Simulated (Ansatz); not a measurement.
Base system: Mg in the hcp (Mg type) structure (space group P6_3/mmc, No. 194; a = 3.1952 Å, c = 5.1966 Å; relaxed with 0.1 eV smearing). Axes: x lies along a and z along c of the hexagonal cell.

Structures relaxed with PBE/PAW in Ansatz (a quantum-chemistry and plane-wave program), without spin-orbit coupling.

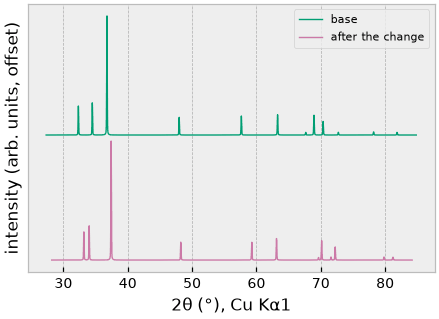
Figure: Simulated powder patterns before (top) and after one change

Problem. Which change produced these results?
A. biaxial strain +2.00 %, plane normal [001], relaxed out of plane
B. biaxial strain −2.50 %, plane normal [001], relaxed out of plane
C. biaxial strain −1.50 %, plane normal [001], relaxed out of plane
D. biaxial strain +1.50 %, plane normal [001], relaxed out of plane

Solution. B, biaxial strain −2.50 %, plane normal [001], relaxed out of plane. Its volume per atom is 22.14 Å³ against 22.97 Å³, and its space group is P6_3/mmc (No. 194).

Stability against distortions was not tested.
